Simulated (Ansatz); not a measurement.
GaH5SO2: molecular dynamics (part 3 of 3)

GaH5SO2; RKS B3LYP/def2-SVP (Ansatz 0.2.0). It belongs to a series of runs on one base structure; here: dynamics from the highest image of the converged band.

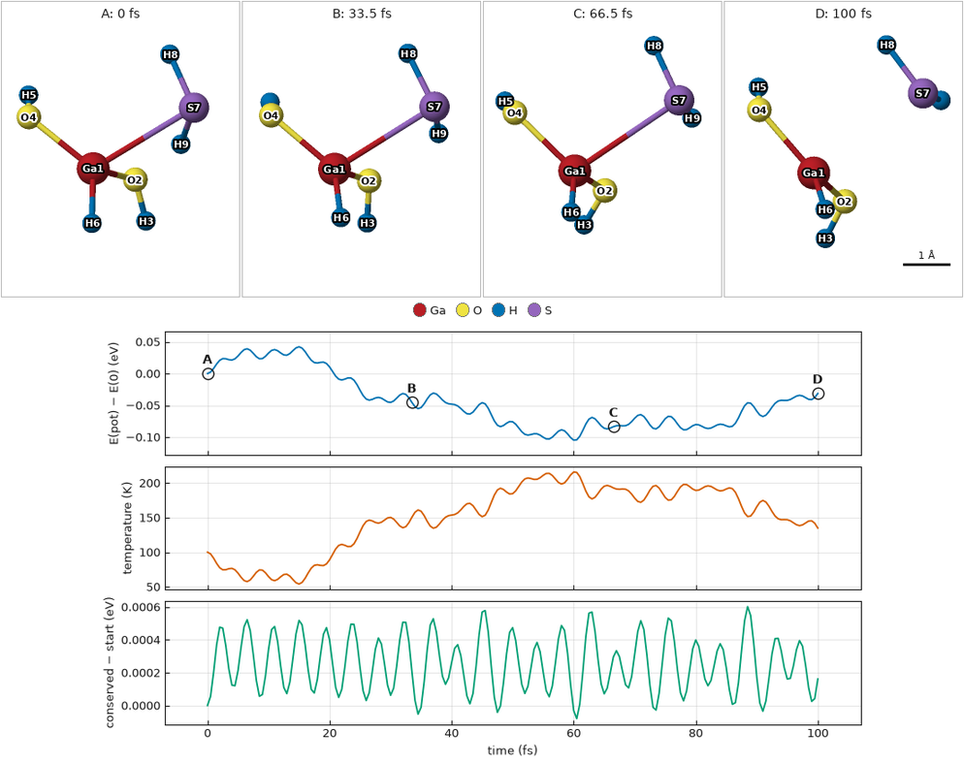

Fig. 1: Frames of the molecular dynamics (ball-and-stick, seen at a tilt) above the curves, on which the letters mark them. The trajectory kept here has 201 frames over 100 fs. The temperature starts at 100 K, ranges from 54 to 216 K and averages 183 K over the second half. The potential energy ends 0.031 eV below its first value. The conserved quantity stays within 0.00068 eV. After an unweighted best fit of the last frame on the first, the root-mean-square displacement is 0.59 Å, and H9 has moved furthest (1.20 Å).

```
Total energy: -67378.88096442 eV, -2476.1282043966 hartree
Atom 0 at    -0.164007     0.107260     0.014548 Å, force    -0.313603     0.251468     0.091527 eV/Å
Atom 1 at    -0.350153    -0.696307     1.631859 Å, force     0.126441    -0.356892     0.050346 eV/Å
Atom 2 at    -0.679751    -1.612901     1.620082 Å, force     0.122379     0.450168    -0.057301 eV/Å
Atom 3 at     1.463690     0.173858    -0.757067 Å, force    -0.178446     0.099643    -0.036393 eV/Å
Atom 4 at     2.189093    -0.007093    -0.152930 Å, force     0.182361    -0.160105     0.140371 eV/Å
Atom 5 at    -1.421470     0.518985    -0.805011 Å, force     0.031754    -0.097143    -0.173043 eV/Å
Atom 6 at     0.040117     2.790414     1.244328 Å, force     0.174257    -0.559120     0.725687 eV/Å
Atom 7 at     1.359698     2.741926     0.963094 Å, force     0.074537     0.075451    -0.109042 eV/Å
Atom 8 at     0.258389     2.220381     2.487646 Å, force    -0.219681     0.296530    -0.632152 eV/Å
Dipole moment:     0.179471     0.063826     0.375912 e Å
```

**Trajectory as extended XYZ (Å, eV, eV/Å), 11 of the 201 frames kept, from step=0 to step=200**
```
9
Properties=species:S:1:pos:R:3:forces:R:3 step=0 time_fs=0.0 energy=-67378.84934 temperature=100.0
Ga   -0.1475    0.2521   -0.0408    0.0053  -0.0022  -0.0039
O    -0.1608   -0.2824    1.8104   -0.0008   0.0025   0.0033
H    -0.9085   -0.7972    2.1476    0.0011  -0.0025  -0.0018
O     1.4485   -0.1023   -0.7804   -0.0060   0.0015   0.0062
H     2.1347   -0.3290   -0.1399    0.0021  -0.0011  -0.0035
H    -1.4709    0.1665   -0.8520   -0.0004   0.0011   0.0005
S    -0.0570    2.4453    1.2754    0.0012  -0.0042   0.0021
H     1.2953    2.4841    1.3226   -0.0017  -0.0009   0.0003
H    -0.1602    1.1058    2.0117   -0.0008   0.0059  -0.0032
9
Properties=species:S:1:pos:R:3:forces:R:3 step=20 time_fs=10.0 energy=-67378.81713 temperature=64.8
Ga   -0.1541    0.2596   -0.0309    0.2990  -0.3639  -0.1549
O    -0.1419   -0.3113    1.7801    0.3989   0.4311  -0.0934
H    -0.8606   -0.8337    2.1254   -0.5728  -0.4733   0.2261
O     1.4441   -0.1011   -0.7598    0.6090  -0.1328   0.2984
H     2.1344   -0.3876   -0.1299   -0.4602   0.2001  -0.3572
H    -1.3779    0.1091   -0.9574   -0.2829   0.1190   0.0035
S    -0.0540    2.4457    1.2611    0.0152   0.0931   0.1558
H     1.3011    2.4853    1.3587   -0.1418  -0.0579  -0.0417
H    -0.1824    1.1659    2.0123    0.1354   0.1845  -0.0366
9
Properties=species:S:1:pos:R:3:forces:R:3 step=40 time_fs=20.0 energy=-67378.83890 temperature=88.9
Ga   -0.1584    0.2618   -0.0239   -0.1634  -0.6962  -0.3715
O    -0.1316   -0.3397    1.7591    0.4390   0.4201  -0.2653
H    -0.8211   -0.9223    2.0578   -0.6057  -0.5565   0.2513
O     1.4489   -0.0968   -0.7436    0.5953  -0.0953   0.2914
H     2.1067   -0.4285   -0.0987   -0.4942   0.2362  -0.4048
H    -1.4162    0.1685   -0.9862    0.2338   0.1595   0.3503
S    -0.0529    2.4521    1.2494    0.2477   0.4081   0.1764
H     1.3011    2.4589    1.3539   -0.0864   0.0927  -0.1384
H    -0.1283    1.2924    2.0506   -0.1661   0.0315   0.1106
9
Properties=species:S:1:pos:R:3:forces:R:3 step=60 time_fs=30.0 energy=-67378.89476 temperature=150.3
Ga   -0.1621    0.2549   -0.0199    0.3685  -0.6197   0.3271
O    -0.1313   -0.3737    1.7395   -0.1320  -0.0222  -0.1263
H    -0.7792   -1.0502    1.9656   -0.0568  -0.1223   0.0241
O     1.4614   -0.0850   -0.7339    0.0370   0.1161   0.0444
H     2.0441   -0.4572   -0.0541   -0.0767   0.0469  -0.1358
H    -1.4418    0.3537   -0.8567   -0.2996   0.0102  -0.2579
S    -0.0485    2.4704    1.2429   -0.0165   1.0244  -0.3434
H     1.3020    2.4921    1.2566    0.0683  -0.0377   0.0958
H    -0.1685    1.4748    2.1517    0.1079  -0.3956   0.3720
9
Properties=species:S:1:pos:R:3:forces:R:3 step=80 time_fs=40.0 energy=-67378.89749 temperature=153.5
Ga   -0.1643    0.2407   -0.0141   -0.2753  -0.1718   0.0272
O    -0.1441   -0.4147    1.7171   -0.5432  -0.6863   0.0523
H    -0.7056   -1.2026    1.8702    0.3911   0.5269  -0.0683
O     1.4711   -0.0638   -0.7275   -0.4633   0.3534  -0.3833
H     1.9932   -0.4891   -0.0464    0.3703  -0.2359   0.2912
H    -1.5041    0.5212   -0.8018    0.3151  -0.2237  -0.0172
S    -0.0428    2.5075    1.2365    0.0237   0.0940   0.4861
H     1.3064    2.5113    1.2241    0.1320   0.0517   0.0504
H    -0.1147    1.5948    2.2772    0.0497   0.2916  -0.4383
9
Properties=species:S:1:pos:R:3:forces:R:3 step=100 time_fs=50.0 energy=-67378.92528 temperature=184.5
Ga   -0.1677    0.2230   -0.0066    0.0198  -0.1009   0.0155
O    -0.1684   -0.4657    1.6912   -0.5063  -0.8689   0.2264
H    -0.6032   -1.3404    1.8026    0.3544   0.7838  -0.0969
O     1.4719   -0.0352   -0.7231   -0.4995   0.4574  -0.5812
H     2.0069   -0.5196   -0.1009    0.4739  -0.3399   0.4591
H    -1.4409    0.5312   -0.8490    0.0245  -0.1323  -0.0958
S    -0.0323    2.5562    1.2342    0.2342  -0.2827   0.7434
H     1.3210    2.5776    1.2275    0.0297   0.1007  -0.0934
H    -0.0357    1.7133    2.3380   -0.1307   0.3828  -0.5772
9
Properties=species:S:1:pos:R:3:forces:R:3 step=120 time_fs=60.0 energy=-67378.95412 temperature=215.8
Ga   -0.1708    0.2035    0.0012    0.2954  -0.2165  -0.0586
O    -0.2012   -0.5235    1.6708   -0.2268  -0.2653   0.2561
H    -0.5150   -1.4402    1.7425    0.0470   0.3417  -0.0637
O     1.4689   -0.0014   -0.7255   -0.0920   0.2342  -0.3354
H     2.0611   -0.5151   -0.1708    0.1660  -0.0806   0.2246
H    -1.3548    0.4256   -0.9671   -0.2075   0.0551  -0.0360
S    -0.0151    2.6088    1.2378   -0.0728   0.1337  -0.1938
H     1.3356    2.7151    1.1747   -0.0722  -0.1264   0.1051
H    -0.0431    1.8339    2.3450    0.1628  -0.0759   0.1017
9
Properties=species:S:1:pos:R:3:forces:R:3 step=140 time_fs=70.0 energy=-67378.91962 temperature=178.0
Ga   -0.1714    0.1814    0.0074   -0.0243  -0.1852  -0.4354
O    -0.2414   -0.5794    1.6622    0.0686   0.6763   0.0648
H    -0.4805   -1.5045    1.6578   -0.1985  -0.5020   0.0103
O     1.4702    0.0376   -0.7377    0.3363  -0.1338   0.1622
H     2.1103   -0.4470   -0.1858   -0.3033   0.2821  -0.1702
H    -1.3497    0.3411   -1.0445    0.1792   0.0828   0.3995
S    -0.0006    2.6627    1.2401    0.0744   0.2794  -0.6686
H     1.3514    2.7681    1.1785   -0.1030  -0.0393  -0.0921
H     0.0515    1.9427    2.3514   -0.0293  -0.4603   0.7294
9
Properties=species:S:1:pos:R:3:forces:R:3 step=160 time_fs=80.0 energy=-67378.92963 temperature=189.2
Ga   -0.1698    0.1567    0.0099    0.4526  -0.1228   0.1802
O    -0.2848   -0.6268    1.6583    0.2934   1.0509  -0.0802
H    -0.5045   -1.5476    1.5835   -0.2628  -0.8929   0.0316
O     1.4740    0.0806   -0.7532    0.3979  -0.2458   0.5753
H     2.1422   -0.3082   -0.1482   -0.4944   0.3202  -0.4529
H    -1.3636    0.3559   -0.9293   -0.3460   0.1431  -0.2176
S     0.0136    2.7121    1.2423    0.0582  -0.1049  -0.2180
H     1.3605    2.7806    1.1135   -0.0393   0.0003  -0.0905
H     0.1141    2.0293    2.3957   -0.0596  -0.1481   0.2721
9
Properties=species:S:1:pos:R:3:forces:R:3 step=180 time_fs=90.0 energy=-67378.90857 temperature=165.7
Ga   -0.1656    0.1310    0.0121   -0.3779   0.2043  -0.0677
O    -0.3236   -0.6649    1.6482    0.3142   0.5113  -0.1048
H    -0.5757   -1.5872    1.5803   -0.1429  -0.3868   0.0288
O     1.4725    0.1258   -0.7606    0.1720  -0.0659   0.4502
H     2.1677   -0.1351   -0.1276   -0.3115   0.0667  -0.3232
H    -1.4600    0.4554   -0.8368    0.3341  -0.0930   0.0434
S     0.0287    2.7544    1.2446   -0.2161  -0.4514   0.3832
H     1.3543    2.7823    0.9894    0.1000  -0.0686   0.1448
H     0.1306    2.1133    2.4618    0.1281   0.2834  -0.5546
9
Properties=species:S:1:pos:R:3:forces:R:3 step=200 time_fs=100.0 energy=-67378.88070 temperature=134.8
Ga   -0.1640    0.1073    0.0145   -0.3136   0.2515   0.0915
O    -0.3502   -0.6963    1.6319    0.1264  -0.3569   0.0503
H    -0.6798   -1.6129    1.6201    0.1224   0.4502  -0.0573
O     1.4637    0.1739   -0.7571   -0.1784   0.0996  -0.0364
H     2.1891   -0.0071   -0.1529    0.1824  -0.1601   0.1404
H    -1.4215    0.5190   -0.8050    0.0318  -0.0971  -0.1730
S     0.0401    2.7904    1.2443    0.1743  -0.5591   0.7257
H     1.3597    2.7419    0.9631    0.0745   0.0755  -0.1090
H     0.2584    2.2204    2.4876   -0.2197   0.2965  -0.6322
```

The run was set up as follows.

**Input**
```yaml
crystal:
  periodic: [false, false, false]
  atoms:
    - { symbol: Ga, position_ang: [-0.147537, 0.252119, -0.040779] }
    - { symbol: O, position_ang: [-0.160844, -0.282397, 1.810381] }
    - { symbol: H, position_ang: [-0.908479, -0.79722, 2.14764] }
    - { symbol: O, position_ang: [1.448501, -0.102282, -0.780418] }
    - { symbol: H, position_ang: [2.134702, -0.328982, -0.139933] }
    - { symbol: H, position_ang: [-1.47088, 0.166485, -0.852045] }
    - { symbol: S, position_ang: [-0.056954, 2.445334, 1.275359] }
    - { symbol: H, position_ang: [1.295345, 2.484105, 1.322562] }
    - { symbol: H, position_ang: [-0.160155, 1.105837, 2.011735] }
basis:
  gaussian: { orbitals: def2-SVP }
hamiltonian:
  xc: b3lyp
md:
  timestep: 0.5
  n_steps: 200
  ensemble: nve
  temperature: 100.0
  initial_velocities: maxwell_boltzmann
  seed: 9399
```

Command:
```bash
ansatz run input.yaml --threads 2 --pin off --max-ram 3072MiB --backend cpu --events-out ev --progress --plain --runs-dir out
```

**Key numbers**

```csv
quantity,value
outcome,finished
mean temperature over the second half,183 K
trajectory,"200 steps, 100 fs"
ensemble,nve
temperature in the input,100.0 K
time step,0.5 fs
potential energy (last step),−67378.8810 eV
mean-field energy (last step),−67378.8810 eV
largest force (length of the vector) (last step),0.933 eV/Å
hardware,"2 threads of Arm Neoverse V1, 24 GiB of memory available, shared host"
wall time,8.6 min (CPU time 17 min)
peak memory,0.24 GiB
```

So short a trajectory is not equilibrated.
